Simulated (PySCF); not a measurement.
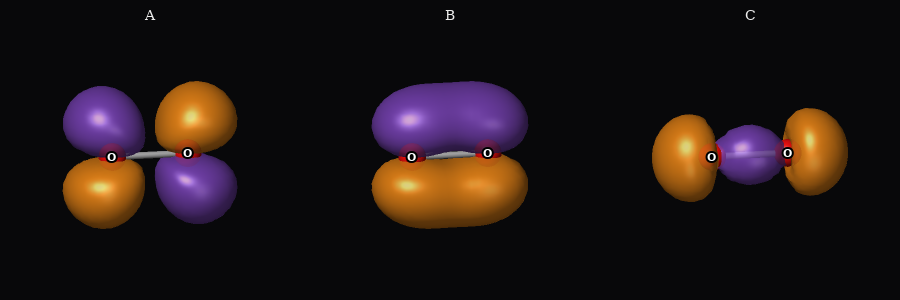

The picture shows: O₂ (triplet). Three frontier β-spin orbitals, each drawn at the value that holds 80 % of its norm (orange and purple are the two phases), in no order; of a degenerate pair one member is drawn.

All numbers below come from PySCF, PBE0/x2c-SVPall, spin-free X2C-1e, Gaussian nucleus, at a bond length of 1.192 Å.

Q: Name the orbitals and rank them from lowest to highest energy.

A: Orbital C: σg, occupied in this spin, −14.29 eV; with no node between the nuclei.
Orbital B: πu, occupied in this spin, −13.00 eV; with no node between the nuclei, bonding.
Orbital A: πg, empty in this spin, −2.53 eV; antibonding, with a node between the atoms.
